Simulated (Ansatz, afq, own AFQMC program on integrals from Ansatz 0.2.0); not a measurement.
# ZrB+ (quintet): AFQMC on the coupled-cluster ladder, def2-TZVP

How near does AFQMC come to the top of the ladder for ZrB+ (quintet)?

Program: Ansatz 0.2.0, Gaussian basis, and an in-house AFQMC program (afq) on its integrals; all values are calculated. Level of theory: def2-TZVP, frozen cores. These are calculated values, not measurements.

To be run: PBE (unrestricted); CCSD(T) on UHF; CCSDT(Q) on UHF; r2SCAN (unrestricted); PBE0 (unrestricted); B3LYP (unrestricted); CCSD(T) on UHF; wB97M-V (unrestricted); CCSD(T) on UHF; B2PLYP (unrestricted); Phaseless AFQMC, CISD trial on UHF.

2 further runs of the same task are left out: 2 that didn't finish.

## (1) The system

The geometry is a PBE0/def2-TZVP stationary point (not a proven minimum) of the parent state, kept for this charge and spin. No spin-orbit coupling is included. Elements past krypton take def2 core potentials.

2 atoms, charge 1, spin multiplicity 5.

Atoms are counted from 1 here; the program's logs count them from 0.

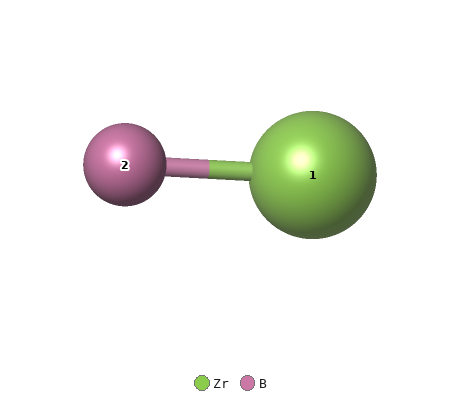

The geometry (zirconium green, boron pink); atoms are numbered from 1 in the order of the file.

## (2) PBE (unrestricted)

File in.yaml:

```yaml
crystal:
  periodic: [false, false, false]
  atoms:
    - {symbol: Zr, position_ang: [0.000000, 0.000000, 0.000000]}
    - {symbol: B, position_ang: [0.000000, 0.000000, 2.018882]}
basis:
  gaussian: {orbitals: def2-TZVP}
total_charge: 1
magnetization: {spin_polarized: true, initial_magnetization: 4}
hamiltonian: {xc: {name: PBE}}
output: {orbitals: {seedname: orbitals}}
```

The run is started by

```console
> ansatz run in.yaml --threads 1 --pin off --events-out ev --progress --plain --max-ram 5632MiB --backend cpu
```

The log of the run:

```text
Functional definition: PBE
  name "PBE"
  cite "Perdew, Burke & Ernzerhof, Phys. Rev. Lett. 77, 3865 (1996) doi:10.1103/PhysRevLett.77.3865"
  parent pbe
  parameter kappa = 0.804
  parameter beta = 0.06672455060314922
  exchange = pbe_x(kappa = kappa, mu = beta*pi^2/3)
  correlation = pbe_c(beta = beta)
490 factors; their error is unknown
mean field evaluation 1: about -1936.1560 eV, gradient 3.2e1 eV
mean field evaluation 2: about -1898.2235 eV, gradient 6.8e1 eV
mean field evaluation 4: about -1938.1669 eV, gradient 2.4e1 eV
mean field evaluation 8: about -1942.5751 eV, gradient 5.4e-2 eV
mean field evaluation 16: about -1942.5722 eV, gradient 9.1e-5 eV
mean field evaluation 32: about -1942.1363 eV, gradient 2.6e0 eV
mean field evaluation 64: about -1940.4659 eV, gradient 7.6e0 eV
mean field evaluation 96: about -1942.3124 eV, gradient 3.7e-1 eV
mean field -1942.57220540 eV, -71.3882118258 hartree, gradient 7.8e-6 eV, S^2 6.002109; 7 other end points of the search recorded, 0 dependent functions left out
reference -1942.57224450 eV, -71.3882132625 hartree; 10, 6 occupied and 61, 65 virtual orbitals, 490 factors
Total energy: -1942.57224450 eV, -71.3882132625 hartree
```

It took 9 s on 1 thread of AMD EPYC 7R13 (Zen 3), shared host; peak memory 1.6 GiB.

From the report: ⟨S²⟩ of the determinant 6.002 (pure quintet: 6.00).

## (3) CCSD(T) on UHF

in.yaml, as its differences from that of step 2:

```diff
@@ -9,3 +9,2 @@
 magnetization: {spin_polarized: true, initial_magnetization: 4}
-hamiltonian: {xc: {name: PBE}}
-output: {orbitals: {seedname: orbitals}}
+correlation: {method: ccsd_t, electrons: outside_noble_gas, hamiltonian_folder: ham}
```

The run is started by

```console
> ansatz run in.yaml --threads 1 --pin off --events-out ev --progress --plain --max-ram 16896MiB --backend cuda --devices 0, --max-vram 18GiB
```

The log of the run (excerpt; [...] marks lines left out):

```text
Functional definition: HF
  name "HF"
  cite "Fock, Z. Phys. 61, 126 (1930) doi:10.1007/BF01340294"
  parent pbe
[...]
562 factors; integrals over basis functions are off by at most 1.0e-3 eV
[...]
mean field -1926.93237235 eV, -70.8134585620 hartree, gradient 2.4e-6 eV, S^2 6.010746; 33 other end points of the search recorded, 0 dependent functions left out
determinant -1926.93237235 eV, -70.8134585620 hartree, with singles and doubles -1930.30724300 eV, -70.9374827709 hartree
determinant -1926.65557078 eV, -70.8032862920 hartree, with singles and doubles -1930.01020505 eV, -70.9265668275 hartree
determinant -1926.10014524 eV, -70.7828747799 hartree, with singles and doubles -1928.84567991 eV, -70.8837713181 hartree
determinant -1926.08363363 eV, -70.7822679895 hartree, with singles and doubles -1928.83385463 eV, -70.8833367472 hartree
[...]
determinant -1923.59949289 eV, -70.6909775010 hartree, with singles and doubles -1925.78857593 eV, -70.7714248191 hartree
determinant -1923.51537794 eV, -70.6878863338 hartree, with singles and doubles -1926.06364071 eV, -70.7815332632 hartree
determinant -1926.93237235 eV, -70.8134585620 hartree, with singles and doubles -1930.27068901 eV, -70.9361394367 hartree
determinant -1926.65557078 eV, -70.8032862920 hartree, with singles and doubles -1929.96850240 eV, -70.9250342834 hartree
5 core orbitals not correlated: weight in the atoms' cores, before any rotation towards them, 0.993 or more for the frozen orbitals, at most 0.004 for the correlated occupied ones
reference -1926.93237235 eV, -70.8134585620 hartree; 5, 1 occupied and 61, 65 virtual orbitals, 562 factors
second order -2.75162690 eV of doubles, -0.00000000 eV of singles
cycle   1  -3.33831601 eV  change    6.6e-7 eV  update   7.3e-6
perturbative correction -0.19949762 eV, -0.0073314025 hartree
Total energy: -1930.47018598 eV, -70.9434708151 hartree
```

Wall time 15 s (1 × NVIDIA H100 80GB HBM3 with 1 thread of AMD EPYC 7R13 (Zen 3), shared host); peak host memory 1.6 GiB.

From the report: ⟨S²⟩ of the determinant 6.011 (pure quintet: 6.00); correlation -3.5378 eV; T1 0.063; largest double amplitude 0.05.

This run also writes the integrals to the folder ham.

## (4) CCSDT(Q) on UHF

in.yaml, as its differences from that of step 3:

```diff
@@ -9,2 +9,2 @@
 magnetization: {spin_polarized: true, initial_magnetization: 4}
-correlation: {method: ccsd_t, electrons: outside_noble_gas, hamiltonian_folder: ham}
+correlation: {method: ccsdt_q, electrons: outside_noble_gas}
```

Same command.

The log of the run (excerpt; [...] marks lines left out):

```text
Functional definition: HF
  name "HF"
  cite "Fock, Z. Phys. 61, 126 (1930) doi:10.1007/BF01340294"
  parent pbe
[...]
988 factors; integrals over basis functions are off by at most 1.6e-7 eV
[...]
mean field -1926.93237827 eV, -70.8134587796 hartree, gradient 2.4e-6 eV, S^2 6.010746; 33 other end points of the search recorded, 0 dependent functions left out
determinant -1926.93237827 eV, -70.8134587796 hartree, with singles and doubles -1930.30716750 eV, -70.9374799964 hartree
determinant -1926.65557685 eV, -70.8032865151 hartree, with singles and doubles -1930.01026928 eV, -70.9265691882 hartree
determinant -1926.10015018 eV, -70.7828749615 hartree, with singles and doubles -1928.84578108 eV, -70.8837750362 hartree
determinant -1926.08363868 eV, -70.7822681751 hartree, with singles and doubles -1928.83375794 eV, -70.8833331940 hartree
[...]
determinant -1923.59950114 eV, -70.6909778044 hartree, with singles and doubles -1925.79102747 eV, -70.7715149113 hartree
determinant -1923.51538207 eV, -70.6878864854 hartree, with singles and doubles -1926.06361919 eV, -70.7815324724 hartree
determinant -1926.93237827 eV, -70.8134587796 hartree, with singles and doubles -1930.27069114 eV, -70.9361395148 hartree
determinant -1926.65557685 eV, -70.8032865151 hartree, with singles and doubles -1929.96850353 eV, -70.9250343251 hartree
5 core orbitals not correlated: weight in the atoms' cores, before any rotation towards them, 0.993 or more for the frozen orbitals, at most 0.004 for the correlated occupied ones
reference -1926.93237827 eV, -70.8134587796 hartree; 5, 1 occupied and 61, 65 virtual orbitals, 988 factors
second order -2.75162369 eV of doubles, -0.00000000 eV of singles
cycle   1  -3.07206549 eV  change   -3.2e-1 eV  update   8.8e-2
[...]
cycle  22  -3.58014452 eV  change   -2.6e-7 eV  update   6.7e-7
perturbative correction -0.01559853 eV, -0.0005732354 hartree
Total energy: -1930.52812132 eV, -70.9455998995 hartree
```

Wall time 14 s (1 × NVIDIA H100 80GB HBM3 with 1 thread of AMD EPYC 7R13 (Zen 3), shared host); peak host memory 1.6 GiB.

From the report: ⟨S²⟩ of the determinant 6.011 (pure quintet: 6.00); correlation -3.5957 eV; T1 0.069; largest double amplitude 0.06.

## (5) r2SCAN (unrestricted)

in.yaml, as its differences from that of step 4:

```diff
@@ -9,2 +9,2 @@
 magnetization: {spin_polarized: true, initial_magnetization: 4}
-correlation: {method: ccsdt_q, electrons: outside_noble_gas}
+hamiltonian: {xc: {name: r2SCAN}}
```

The run is started by

```console
> ansatz run in.yaml --threads 1 --pin off --events-out ev --progress --plain --max-ram 5632MiB --backend cpu
```

The log of the run (excerpt; [...] marks lines left out):

```text
Functional definition: r2SCAN
  name "r2SCAN"
  cite "Furness, Kaplan, Ning, Perdew & Sun, J. Phys. Chem. Lett. 11, 8208 (2020) doi:10.1021/acs.jpclett.0c02405"
  cite "Furness, Kaplan, Ning, Perdew & Sun, J. Phys. Chem. Lett. 11, 9248 (2020) doi:10.1021/acs.jpclett.0c03077"
  parent r2scan
[...]
490 factors; their error is unknown
[...]
mean field -1943.63688394 eV, -71.4273380404 hartree, gradient 7.7e-6 eV, S^2 6.004067; 10 other end points of the search recorded, 0 dependent functions left out
reference -1943.63689977 eV, -71.4273386222 hartree; 10, 6 occupied and 61, 65 virtual orbitals, 490 factors
Total energy: -1943.63689977 eV, -71.4273386222 hartree
```

Wall time 22 s (1 thread of AMD EPYC 7R13 (Zen 3), shared host); peak memory 1.6 GiB.

From the report: ⟨S²⟩ of the determinant 6.004 (pure quintet: 6.00).

## (6) PBE0 (unrestricted)

in.yaml, as its differences from that of step 5:

```diff
@@ -9,2 +9,3 @@
 magnetization: {spin_polarized: true, initial_magnetization: 4}
-hamiltonian: {xc: {name: r2SCAN}}
+hamiltonian: {xc: {name: PBE0}}
+output: {orbitals: {seedname: orbitals}}
```

Same command.

The log of the run:

```text
Functional definition: PBE0
  name "PBE0"
  cite "Adamo & Barone, J. Chem. Phys. 110, 6158 (1999) doi:10.1063/1.478522"
  cite "Perdew, Burke & Ernzerhof, Phys. Rev. Lett. 77, 3865 (1996) doi:10.1103/PhysRevLett.77.3865"
  parent pbe
  parameter a = 0.25
  parameter kappa = 0.804
  parameter beta = 0.06672455060314922
  exchange = (1 - a)*pbe_x(kappa = kappa, mu = beta*pi^2/3) + a*exact_x
  correlation = pbe_c(beta = beta)
568 factors; their error is unknown
mean field evaluation 1: about -1936.0068 eV, gradient 3.0e1 eV
mean field evaluation 2: about -1911.3519 eV, gradient 6.1e1 eV
mean field evaluation 4: about -1941.6437 eV, gradient 4.8e0 eV
mean field evaluation 8: about -1941.8211 eV, gradient 1.1e-1 eV
mean field evaluation 16: about -1942.0847 eV, gradient 1.1e0 eV
mean field evaluation 32: about -1941.4583 eV, gradient 3.6e0 eV
mean field -1942.15283931 eV, -71.3728004060 hartree, gradient 6.0e-6 eV, S^2 6.004201; 5 other end points of the search recorded, 0 dependent functions left out
reference -1942.15286916 eV, -71.3728015030 hartree; 10, 6 occupied and 61, 65 virtual orbitals, 568 factors
Total energy: -1942.15286916 eV, -71.3728015030 hartree
```

It took 4.4 s on 1 thread of AMD EPYC 7R13 (Zen 3), shared host; peak memory 1.6 GiB.

From the report: ⟨S²⟩ of the determinant 6.004 (pure quintet: 6.00).

## (7) B3LYP (unrestricted)

in.yaml, as its differences from that of step 6:

```diff
@@ -9,3 +9,2 @@
 magnetization: {spin_polarized: true, initial_magnetization: 4}
-hamiltonian: {xc: {name: PBE0}}
-output: {orbitals: {seedname: orbitals}}
+hamiltonian: {xc: {name: B3LYP}}
```

Launched as before.

The log of the run (excerpt; [...] marks lines left out):

```text
Functional definition: B3LYP
  name "B3LYP"
  cite "Stephens, Devlin, Chabalowski & Frisch, J. Phys. Chem. 98, 11623 (1994) doi:10.1021/j100096a001"
  cite "Becke, Phys. Rev. A 38, 3098 (1988) doi:10.1103/PhysRevA.38.3098"
  cite "Lee, Yang & Parr, Phys. Rev. B 37, 785 (1988) doi:10.1103/PhysRevB.37.785"
  cite "Vosko, Wilk & Nusair, Can. J. Phys. 58, 1200 (1980) doi:10.1139/p80-159"
[...]
524 factors; their error is unknown
[...]
mean field -1943.75131478 eV, -71.4315432961 hartree, gradient 1.1e-5 eV, S^2 6.004240; 5 other end points of the search recorded, 0 dependent functions left out
reference -1943.75150223 eV, -71.4315501848 hartree; 10, 6 occupied and 61, 65 virtual orbitals, 524 factors
Total energy: -1943.75150223 eV, -71.4315501848 hartree
```

Wall time 5 s (1 thread of AMD EPYC 7R13 (Zen 3), shared host); peak memory 1.6 GiB.

From the report: ⟨S²⟩ of the determinant 6.004 (pure quintet: 6.00).

[end of part 1 of 2]
